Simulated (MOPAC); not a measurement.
## Run report: C3H9ClSi, geometry relaxation (part 1 of 3)

The run: geometry relaxation of C3H9ClSi, SMILES CC(C)[SiH2]Cl. Method and program: MNDOD, closed shell (MOPAC 23.2.5).

The atoms were displaced at random from an optimised geometry.

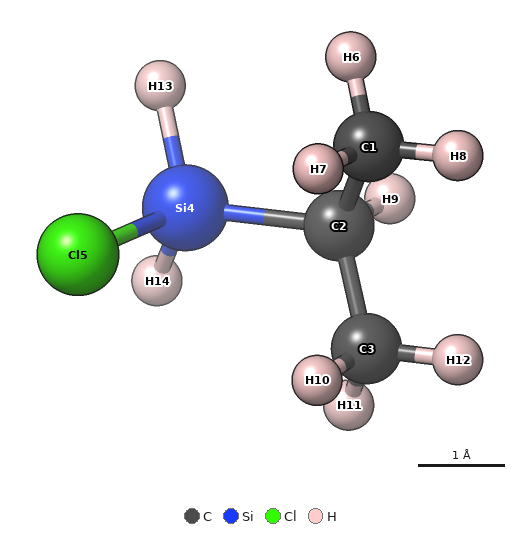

The input geometry (ball-and-stick view, seen at a tilt; atoms are numbered from 1 in the order of the input). Bond lengths as drawn: Cl–Si 2.08 Å, C–C 1.51 to 1.53 Å, C–H 1.07 to 1.11 Å, C–Si 1.88 Å and H–Si 1.48 to 1.49 Å.

## Summary

- outcome: converged
- total energy: −31.788059 hartree
- dispersion energy: 0.000000 hartree
- heat of formation: −62.41 kcal/mol
- basis functions: 39
- largest force: 0.000 eV/Å
- HOMO: −11.53 eV
- LUMO: 0.88 eV
- dipole moment: 1.47 D
- hardware: 1 thread of Arm Neoverse V1, 24 GiB of memory available, shared host
- peak memory: 0.089 GiB

MOPAC's energies along a path are heats of formation.

## Input file (calc.mop)
```
GRADIENTS CYCLES=300 GNORM=0.01 DISP EF PRECISE MNDOD AUX(PRECISION=6) THREADS=1


C      0.071333 1     1.000858 1    -1.136174 1
C     -0.465183 1     0.163666 1     0.021592 1
C     -0.736162 1    -1.254324 1    -0.413396 1
Si     0.690146 1     0.228129 1     1.500392 1
Cl     2.524994 1    -0.599165 1     0.994209 1
H      0.261537 1     2.034369 1    -0.852277 1
H      1.034327 1     0.591762 1    -1.513251 1
H     -0.593084 1     0.978080 1    -2.000772 1
H     -1.399697 1     0.623148 1     0.362741 1
H      0.151651 1    -1.762851 1    -0.727546 1
H     -1.171604 1    -1.844311 1     0.418496 1
H     -1.448519 1    -1.293708 1    -1.256538 1
H      0.934963 1     1.639597 1     1.922374 1
H      0.150215 1    -0.535541 1     2.650615 1
```

Run as:
```bash
mopac calc.mop
```

## The program's output
```
MOPAC v23.2.5
MNDOD CALCULATION RESULTS

 *  MNDOD      - The MNDOD Hamiltonian to be used
 *  PRECISE    - TIGHTER CRITERIA TO BE USED
 *  EF         - USE EF ROUTINE FOR MINIMUM SEARCH
 *  THREADS=1  - MULTI-THREADING NOT USED
 *  CYCLES=    - DO A MAXIMUM OF 300 STEPS
 *  GNORM      - EXIT WHEN GRADIENT NORM DROPS BELOW 0.010
 *  AUX        - OUTPUT AUXILIARY INFORMATION
 *  GRADIENTS  - ALL GRADIENTS TO BE PRINTED
 *  DISP       - PRINT DISPERSION AND HYDROGEN BOND ENERGIES
GRADIENTS CYCLES=300 GNORM=0.01 DISP EF PRECISE MNDOD AUX(PRECISION=6) THREADS=1

   ATOM   CHEMICAL          X               Y               Z
  NUMBER   SYMBOL      (ANGSTROMS)     (ANGSTROMS)     (ANGSTROMS)

     1       C          0.07133300  *   1.00085800  *  -1.13617400  *
     2       C         -0.46518300  *   0.16366600  *   0.02159200  *
     3       C         -0.73616200  *  -1.25432400  *  -0.41339600  *
     4      Si          0.69014600  *   0.22812900  *   1.50039200  *
     5      Cl          2.52499400  *  -0.59916500  *   0.99420900  *
     6       H          0.26153700  *   2.03436900  *  -0.85227700  *
     7       H          1.03432700  *   0.59176200  *  -1.51325100  *
     8       H         -0.59308400  *   0.97808000  *  -2.00077200  *
     9       H         -1.39969700  *   0.62314800  *   0.36274100  *
    10       H          0.15165100  *  -1.76285100  *  -0.72754600  *
    11       H         -1.17160400  *  -1.84431100  *   0.41849600  *
    12       H         -1.44851900  *  -1.29370800  *  -1.25653800  *
    13       H          0.93496300  *   1.63959700  *   1.92237400  *
    14       H          0.15021500  *  -0.53554100  *   2.65061500  *

          CARTESIAN COORDINATES

    NO.       ATOM           X           Y           Z

     1         C          0.0713      1.0009     -1.1362
     2         C         -0.4652      0.1637      0.0216
     3         C         -0.7362     -1.2543     -0.4134
     4        Si          0.6901      0.2281      1.5004
     5        Cl          2.5250     -0.5992      0.9942
     6         H          0.2615      2.0344     -0.8523
     7         H          1.0343      0.5918     -1.5133
     8         H         -0.5931      0.9781     -2.0008
     9         H         -1.3997      0.6231      0.3627
    10         H          0.1517     -1.7629     -0.7275
    11         H         -1.1716     -1.8443      0.4185
    12         H         -1.4485     -1.2937     -1.2565
    13         H          0.9350      1.6396      1.9224
    14         H          0.1502     -0.5355      2.6506

           Empirical Formula: C3 H9 Si Cl  =    14 atoms

      MOLECULAR POINT GROUP   :   C1

      RHF CALCULATION, NO. OF DOUBLY OCCUPIED LEVELS = 16

          Geometry optimization using EF

          DIAGONAL MATRIX USED AS START HESSIAN
```

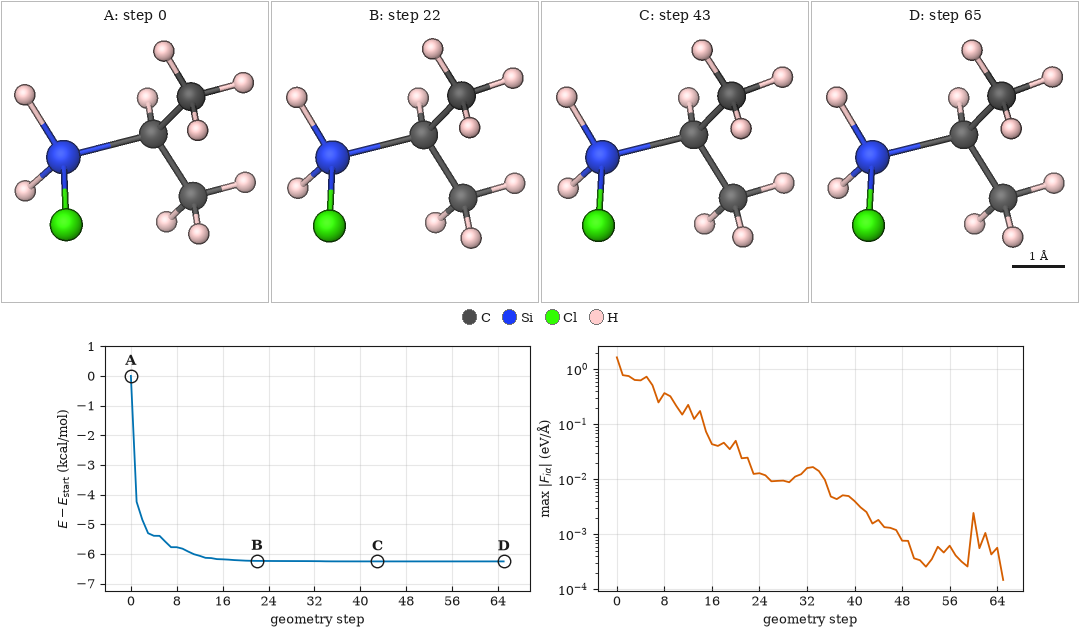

Frames of the relaxation (ball-and-stick view, seen at a tilt) above the curves, on which the letters mark them (steps are counted from 0).

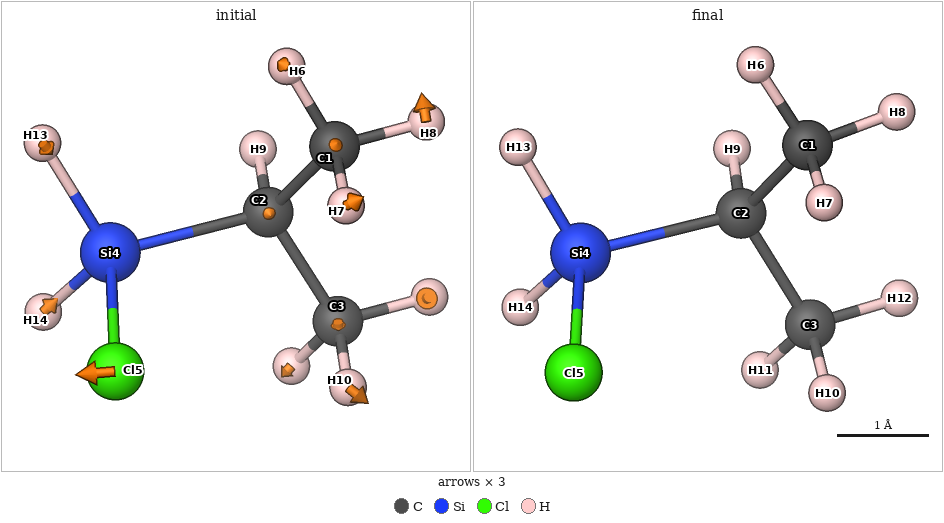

Before (left) and after (right) the relaxation, at one scale (ball-and-stick view, seen at a tilt). The orange arrows give the displacements, magnified 3 times. The largest move after the best rigid fit is that of Cl5, 0.15 Å. By element the largest moves are Cl 0.15 Å, H 0.11 Å, C 0.05 Å, Si 0.03 Å. Among the contacts that change: Si4–H13 1.493 → 1.416 Å, Si4–H14 1.482 → 1.416 Å, C3–H10 1.070 → 1.111 Å, C2–C3 1.508 → 1.544 Å. Among the angles that change: C2–Si4–Cl5 109.8° → 112.6°, H6–C1–H8 109.5° → 106.8°, C1–C2–C3 111.1° → 113.7°. Over 65 geometry steps the energy falls by 6.25 kcal/mol. Largest force component: 1.7 eV/Å at the start, 0.00015 eV/Å at the end. (Atoms are counted from 1 in the order of the input.)

```
 CYCLE:     1 TIME:   0.008 TIME LEFT:  2.00D  GRAD.:    98.188 HEAT: -56.15778
 CYCLE:     2 TIME:   0.016 TIME LEFT:  2.00D  GRAD.:    42.688 HEAT: -60.40138
 CYCLE:     3 TIME:   0.008 TIME LEFT:  2.00D  GRAD.:    34.179 HEAT: -61.00882
 CYCLE:     4 TIME:   0.008 TIME LEFT:  2.00D  GRAD.:    29.227 HEAT: -61.46159
 CYCLE:     5 TIME:   0.008 TIME LEFT:  2.00D  GRAD.:    31.815 HEAT: -61.54863
 CYCLE:     6 TIME:   0.000 TIME LEFT:  2.00D  GRAD.:    34.231 HEAT: -61.55096
 CYCLE:     7 TIME:   0.008 TIME LEFT:  2.00D  GRAD.:    26.617 HEAT: -61.74606
 CYCLE:     8 TIME:   0.016 TIME LEFT:  2.00D  GRAD.:    11.836 HEAT: -61.93273
 CYCLE:     9 TIME:   0.000 TIME LEFT:  2.00D  GRAD.:    18.897 HEAT: -61.93348
 CYCLE:    10 TIME:   0.008 TIME LEFT:  2.00D  GRAD.:    19.290 HEAT: -61.98285
 CYCLE:    11 TIME:   0.000 TIME LEFT:  2.00D  GRAD.:    13.445 HEAT: -62.08096
 CYCLE:    12 TIME:   0.008 TIME LEFT:  2.00D  GRAD.:     8.379 HEAT: -62.17031
 CYCLE:    13 TIME:   0.008 TIME LEFT:  2.00D  GRAD.:    10.902 HEAT: -62.22454
 CYCLE:    14 TIME:   0.008 TIME LEFT:  2.00D  GRAD.:     6.227 HEAT: -62.29180
 CYCLE:    15 TIME:   0.008 TIME LEFT:  2.00D  GRAD.:    10.169 HEAT: -62.30017
 CYCLE:    16 TIME:   0.000 TIME LEFT:  2.00D  GRAD.:     3.434 HEAT: -62.33517
 CYCLE:    17 TIME:   0.008 TIME LEFT:  2.00D  GRAD.:     2.983 HEAT: -62.34225
 CYCLE:    18 TIME:   0.008 TIME LEFT:  2.00D  GRAD.:     2.187 HEAT: -62.35246
 CYCLE:    19 TIME:   0.000 TIME LEFT:  2.00D  GRAD.:     2.248 HEAT: -62.36752
 CYCLE:    20 TIME:   0.008 TIME LEFT:  2.00D  GRAD.:     2.200 HEAT: -62.37744
 CYCLE:    21 TIME:   0.008 TIME LEFT:  2.00D  GRAD.:     2.515 HEAT: -62.38734
 CYCLE:    22 TIME:   0.008 TIME LEFT:  2.00D  GRAD.:     1.527 HEAT: -62.39252
 CYCLE:    23 TIME:   0.000 TIME LEFT:  2.00D  GRAD.:     1.032 HEAT: -62.39514
 CYCLE:    24 TIME:   0.008 TIME LEFT:  2.00D  GRAD.:     0.885 HEAT: -62.39666
 CYCLE:    25 TIME:   0.000 TIME LEFT:  2.00D  GRAD.:     0.717 HEAT: -62.39778
 CYCLE:    26 TIME:   0.008 TIME LEFT:  2.00D  GRAD.:     0.547 HEAT: -62.39903
 CYCLE:    27 TIME:   0.008 TIME LEFT:  2.00D  GRAD.:     0.490 HEAT: -62.39976
 CYCLE:    28 TIME:   0.000 TIME LEFT:  2.00D  GRAD.:     0.449 HEAT: -62.40037
 CYCLE:    29 TIME:   0.008 TIME LEFT:  2.00D  GRAD.:     0.447 HEAT: -62.40097
 CYCLE:    30 TIME:   0.008 TIME LEFT:  2.00D  GRAD.:     0.460 HEAT: -62.40153
 CYCLE:    31 TIME:   0.008 TIME LEFT:  2.00D  GRAD.:     0.511 HEAT: -62.40206
 CYCLE:    32 TIME:   0.000 TIME LEFT:  2.00D  GRAD.:     0.608 HEAT: -62.40271
 CYCLE:    33 TIME:   0.008 TIME LEFT:  2.00D  GRAD.:     0.863 HEAT: -62.40409
 CYCLE:    34 TIME:   0.008 TIME LEFT:  2.00D  GRAD.:     0.924 HEAT: -62.40567
 CYCLE:    35 TIME:   0.000 TIME LEFT:  2.00D  GRAD.:     0.924 HEAT: -62.40958
 CYCLE:    36 TIME:   0.008 TIME LEFT:  2.00D  GRAD.:     0.584 HEAT: -62.41081
 CYCLE:    37 TIME:   0.008 TIME LEFT:  2.00D  GRAD.:     0.324 HEAT: -62.41137
 CYCLE:    38 TIME:   0.000 TIME LEFT:  2.00D  GRAD.:     0.267 HEAT: -62.41153
 CYCLE:    39 TIME:   0.008 TIME LEFT:  2.00D  GRAD.:     0.295 HEAT: -62.41174
 CYCLE:    40 TIME:   0.008 TIME LEFT:  2.00D  GRAD.:     0.308 HEAT: -62.41194
 CYCLE:    41 TIME:   0.000 TIME LEFT:  2.00D  GRAD.:     0.222 HEAT: -62.41209
 CYCLE:    42 TIME:   0.008 TIME LEFT:  2.00D  GRAD.:     0.163 HEAT: -62.41214
 CYCLE:    43 TIME:   0.008 TIME LEFT:  2.00D  GRAD.:     0.175 HEAT: -62.41220
 CYCLE:    44 TIME:   0.000 TIME LEFT:  2.00D  GRAD.:     0.115 HEAT: -62.41224
 CYCLE:    45 TIME:   0.008 TIME LEFT:  2.00D  GRAD.:     0.086 HEAT: -62.41227
 CYCLE:    46 TIME:   0.008 TIME LEFT:  2.00D  GRAD.:     0.066 HEAT: -62.41228
 CYCLE:    47 TIME:   0.000 TIME LEFT:  2.00D  GRAD.:     0.048 HEAT: -62.41229
 CYCLE:    48 TIME:   0.008 TIME LEFT:  2.00D  GRAD.:     0.043 HEAT: -62.41229
 CYCLE:    49 TIME:   0.000 TIME LEFT:  2.00D  GRAD.:     0.039 HEAT: -62.41230
 CYCLE:    50 TIME:   0.008 TIME LEFT:  2.00D  GRAD.:     0.035 HEAT: -62.41230
 CYCLE:    51 TIME:   0.000 TIME LEFT:  2.00D  GRAD.:     0.024 HEAT: -62.41231
 CYCLE:    52 TIME:   0.008 TIME LEFT:  2.00D  GRAD.:     0.017 HEAT: -62.41231
 CYCLE:    53 TIME:   0.008 TIME LEFT:  2.00D  GRAD.:     0.016 HEAT: -62.41231
 CYCLE:    54 TIME:   0.000 TIME LEFT:  2.00D  GRAD.:     0.017 HEAT: -62.41231
 CYCLE:    55 TIME:   0.008 TIME LEFT:  2.00D  GRAD.:     0.033 HEAT: -62.41231
 CYCLE:    56 TIME:   0.008 TIME LEFT:  2.00D  GRAD.:     0.026 HEAT: -62.41232
 CYCLE:    57 TIME:   0.000 TIME LEFT:  2.00D  GRAD.:     0.037 HEAT: -62.41232
 CYCLE:    58 TIME:   0.008 TIME LEFT:  2.00D  GRAD.:     0.023 HEAT: -62.41232
 CYCLE:    59 TIME:   0.000 TIME LEFT:  2.00D  GRAD.:     0.018 HEAT: -62.41233
 CYCLE:    60 TIME:   0.008 TIME LEFT:  2.00D  GRAD.:     0.015 HEAT: -62.41233
 CYCLE:    61 TIME:   0.000 TIME LEFT:  2.00D  GRAD.:     0.122 HEAT: -62.41232
 CYCLE:    62 TIME:   0.008 TIME LEFT:  2.00D  GRAD.:     0.039 HEAT: -62.41235
 CYCLE:    63 TIME:   0.008 TIME LEFT:  2.00D  GRAD.:     0.057 HEAT: -62.41236
 CYCLE:    64 TIME:   0.008 TIME LEFT:  2.00D  GRAD.:     0.026 HEAT: -62.41236
 CYCLE:    65 TIME:   0.000 TIME LEFT:  2.00D  GRAD.:     0.032 HEAT: -62.41236
 CYCLE:    66 TIME:   0.008 TIME LEFT:  2.00D  GRAD.:     0.009 HEAT: -62.41236

     GRADIENT =  0.00917 IS LESS THAN CUTOFF =  0.01000

 -------------------------------------------------------------------------------
 GRADIENTS CYCLES=300 GNORM=0.01 DISP EF PRECISE MNDOD AUX(PRECISION=6) THREADS=1

     GEOMETRY OPTIMISED USING EIGENVECTOR FOLLOWING (EF).
     SCF FIELD WAS ACHIEVED

                              MNDOD CALCULATION

          FINAL HEAT OF FORMATION =        -62.41236 KCAL/MOL =    -261.13333 KJ/MOL

          TOTAL ENERGY            =     -19947.69895 KCAL/MOL = ELECTRONIC ENERGY + CORE-CORE REPULSION
          ENERGY OF ATOMS         =      19885.28659 KCAL/MOL
                              SUM =        -62.41236 KCAL/MOL
          DISPERSION ENERGY       =          0.00000 KCAL/MOL
                              SUM =        -62.41236 KCAL/MOL = FINAL HEAT OF FORMATION

          TOTAL ENERGY            =       -864.99714 EV
          ELECTRONIC ENERGY       =      -3208.58751 EV
          CORE-CORE REPULSION     =       2343.59038 EV
          COSMO AREA              =        146.08 SQUARE ANGSTROMS
          COSMO VOLUME            =        145.52 CUBIC ANGSTROMS

          GRADIENT NORM           =          0.00917          =       0.00245 PER ATOM
          IONIZATION POTENTIAL    =         11.529133 EV
          HOMO LUMO ENERGIES (EV) =        -11.529  0.876
          NO. OF FILLED LEVELS    =         16
          MOLECULAR WEIGHT        =        108.6426         POINT GROUP:  Cs

          MOLECULAR DIMENSIONS (Angstroms)

            Atom       Atom       Distance
            H    13    H    12     4.89744
            H     8    H    14     4.29666
           Cl     5    H     9     3.70800

          SCF CALCULATIONS        =         72

          WALL-CLOCK TIME         =      0.375 SECONDS
          COMPUTATION TIME        =      0.371 SECONDS

       FINAL  POINT  AND  DERIVATIVES

   PARAMETER     ATOM    TYPE            VALUE        GRADIENT
      1          1  C    CARTESIAN X     0.067047     -0.000328  KCAL/ANGSTROM
      2          1  C    CARTESIAN Y     1.032384      0.000223  KCAL/ANGSTROM
      3          1  C    CARTESIAN Z    -1.170439     -0.000617  KCAL/ANGSTROM
      4          2  C    CARTESIAN X    -0.451850      0.000542  KCAL/ANGSTROM
      5          2  C    CARTESIAN Y     0.160851      0.000758  KCAL/ANGSTROM
      6          2  C    CARTESIAN Z    -0.006093     -0.000398  KCAL/ANGSTROM
      7          3  C    CARTESIAN X    -0.780020      0.001041  KCAL/ANGSTROM
      8          3  C    CARTESIAN Y    -1.291575      0.000845  KCAL/ANGSTROM
      9          3  C    CARTESIAN Z    -0.415110     -0.000322  KCAL/ANGSTROM
     10          4 Si    CARTESIAN X     0.715917     -0.000026  KCAL/ANGSTROM
     11          4 Si    CARTESIAN Y     0.220990     -0.000352  KCAL/ANGSTROM
     12          4 Si    CARTESIAN Z     1.488633     -0.000526  KCAL/ANGSTROM
     13          5 Cl    CARTESIAN X     2.574993     -0.002020  KCAL/ANGSTROM
     14          5 Cl    CARTESIAN Y    -0.593591     -0.002800  KCAL/ANGSTROM
     15          5 Cl    CARTESIAN Z     1.077538      0.001468  KCAL/ANGSTROM
     16          6  H    CARTESIAN X     0.271122      0.002018  KCAL/ANGSTROM
     17          6  H    CARTESIAN Y     2.074023     -0.000609  KCAL/ANGSTROM
     18          6  H    CARTESIAN Z    -0.836055      0.000214  KCAL/ANGSTROM
     19          7  H    CARTESIAN X     1.001169     -0.003414  KCAL/ANGSTROM
     20          7  H    CARTESIAN Y     0.632909     -0.001506  KCAL/ANGSTROM
     21          7  H    CARTESIAN Z    -1.621123     -0.002105  KCAL/ANGSTROM
     22          8  H    CARTESIAN X    -0.686627     -0.002981  KCAL/ANGSTROM
     23          8  H    CARTESIAN Y     1.097792      0.002762  KCAL/ANGSTROM
     24          8  H    CARTESIAN Z    -1.983520      0.002157  KCAL/ANGSTROM
     25          9  H    CARTESIAN X    -1.416034     -0.000504  KCAL/ANGSTROM
     26          9  H    CARTESIAN Y     0.627803     -0.000459  KCAL/ANGSTROM
     27          9  H    CARTESIAN Z     0.349285     -0.000420  KCAL/ANGSTROM
     28         10  H    CARTESIAN X     0.102484      0.001730  KCAL/ANGSTROM
     29         10  H    CARTESIAN Y    -1.832175     -0.000112  KCAL/ANGSTROM
     30         10  H    CARTESIAN Z    -0.820353      0.000931  KCAL/ANGSTROM
     31         11  H    CARTESIAN X    -1.168404      0.000427  KCAL/ANGSTROM
     32         11  H    CARTESIAN Y    -1.876810      0.000085  KCAL/ANGSTROM
     33         11  H    CARTESIAN Z     0.448102      0.000345  KCAL/ANGSTROM
     34         12  H    CARTESIAN X    -1.566381      0.003026  KCAL/ANGSTROM
     35         12  H    CARTESIAN Y    -1.314945     -0.000086  KCAL/ANGSTROM
     36         12  H    CARTESIAN Z    -1.199005     -0.001013  KCAL/ANGSTROM
     37         13  H    CARTESIAN X     0.914646      0.001878  KCAL/ANGSTROM
     38         13  H    CARTESIAN Y     1.565074     -0.000011  KCAL/ANGSTROM
     39         13  H    CARTESIAN Z     1.888865      0.000004  KCAL/ANGSTROM
     40         14  H    CARTESIAN X     0.155402     -0.001390  KCAL/ANGSTROM
     41         14  H    CARTESIAN Y    -0.509013      0.001262  KCAL/ANGSTROM
     42         14  H    CARTESIAN Z     2.565278      0.000282  KCAL/ANGSTROM

   ATOM   CHEMICAL          X               Y               Z
  NUMBER   SYMBOL      (ANGSTROMS)     (ANGSTROMS)     (ANGSTROMS)

     1       C          0.06704742  *   1.03238378  *  -1.17043880  *
     2       C         -0.45184981  *   0.16085131  *  -0.00609335  *
     3       C         -0.78001971  *  -1.29157497  *  -0.41511024  *
     4      Si          0.71591744  *   0.22098974  *   1.48863304  *
     5      Cl          2.57499315  *  -0.59359147  *   1.07753815  *
     6       H          0.27112204  *   2.07402264  *  -0.83605469  *
     7       H          1.00116889  *   0.63290870  *  -1.62112318  *
     8       H         -0.68662684  *   1.09779152  *  -1.98352015  *
     9       H         -1.41603426  *   0.62780316  *   0.34928542  *
    10       H          0.10248433  *  -1.83217519  *  -0.82035272  *
    11       H         -1.16840369  *  -1.87681041  *   0.44810202  *
    12       H         -1.56638078  *  -1.31494491  *  -1.19900457  *
    13       H          0.91464563  *   1.56507386  *   1.88886512  *
    14       H          0.15540157  *  -0.50901333  *   2.56527846  *

                             CARTESIAN COORDINATES

   1    C        0.067047417     1.032383778    -1.170438798
   2    C       -0.451849814     0.160851309    -0.006093348
   3    C       -0.780019706    -1.291574973    -0.415110236
   4   Si        0.715917436     0.220989739     1.488633038
   5   Cl        2.574993148    -0.593591471     1.077538151
   6    H        0.271122035     2.074022644    -0.836054695
   7    H        1.001168890     0.632908698    -1.621123180
   8    H       -0.686626841     1.097791520    -1.983520148
   9    H       -1.416034261     0.627803157     0.349285420
  10    H        0.102484332    -1.832175191    -0.820352716
  11    H       -1.168403692    -1.876810414     0.448102016
  12    H       -1.566380775    -1.314944906    -1.199004565
  13    H        0.914645631     1.565073855     1.888865118
  14    H        0.155401568    -0.509013333     2.565278457
```
